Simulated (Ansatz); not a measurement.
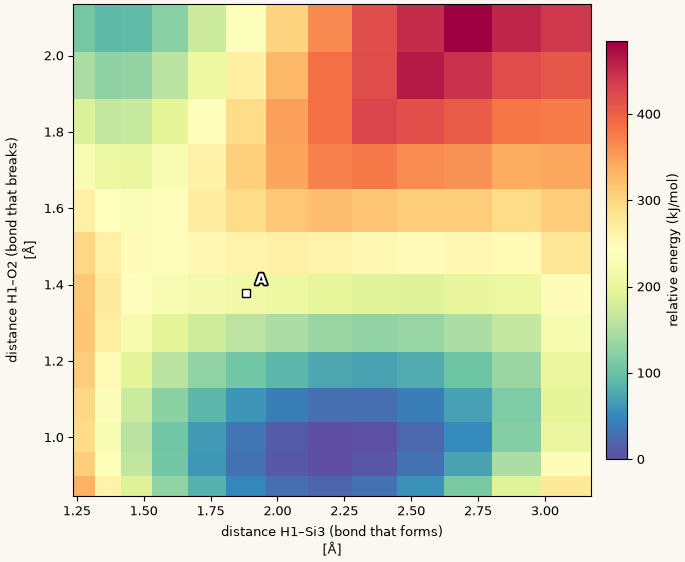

The reacting system H2OSi (one molecule; an intramolecular 1,2-shift). The first coordinate is: distance H1–Si3 (bond that forms); the second: distance H1–O2 (bond that breaks). Relaxed at each point: all other coordinates. The scan uses a 13 × 13 grid. Points are written as (first, second). Energies are in kJ/mol, from the lowest grid point. Energies and slopes of some neighbouring points disagree (a jump in structure or state, or too coarse a mesh). The reference is spin-restricted, so regions where a bond is pulled apart into radicals lie too high. Level of theory: Ansatz, RKS PBE0-D4/def2-TZVP.

The picture shows one coloured cell a grid point, the point A.

> Is A at rest? If not, where is it pushed?

A, at (1.881 Å, 1.378 Å), is not a stationary point. The computed force is 43 kJ/mol for each Å towards larger values of the first coordinate and 500 kJ/mol for each Å towards smaller values of the second coordinate.
